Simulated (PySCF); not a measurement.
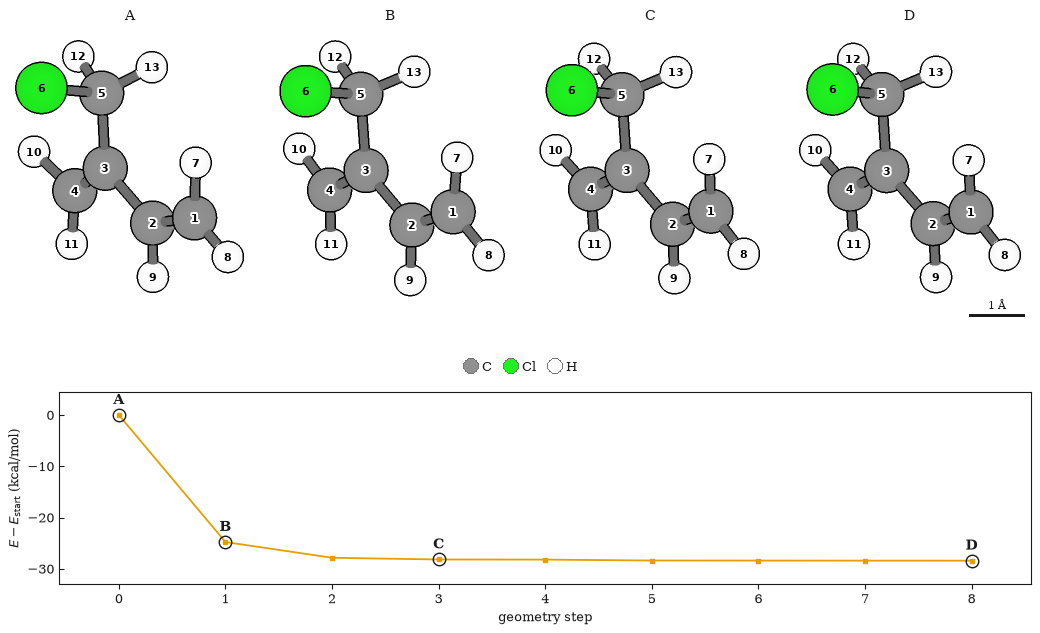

Frames of a relaxation of C₅H₇Cl, marked on the history of the run. The picture is a ball-and-stick view, seen from a free direction.

The start comes from MMFF94s. Its atoms were then displaced at random by about 0.03 Å.

The calculation used PBE0-D3(BJ)/def2-SVP geometry optimisation, gas phase (PySCF). 

What happens along the run?

Cl6 moves most after the best rigid fit: 0.24 Å. Largest moves by element: Cl 0.24 Å, H 0.14 Å, C 0.13 Å. Near-neighbour distances that change, for instance: C3–C4 1.221 → 1.344 Å, C4–H10 1.183 → 1.093 Å, C1–H7 1.155 → 1.093 Å, C1–H8 1.033 → 1.092 Å. Bond angles that change, for instance: C3–C4–H11 133.2° → 121.0°, H10–C4–H11 107.7° → 117.3°, C2–C1–H8 128.2° → 120.9°. The energy falls by 28.4 kcal/mol in 8 geometry steps. From step 0 to 1: H10 moves most (0.17 Å), energy −24.8 kcal/mol. From step 1 to 3: H7 moves most (0.16 Å), energy −3.40 kcal/mol. From step 3 to 8: H7 moves most (0.04 Å), energy −0.23 kcal/mol.
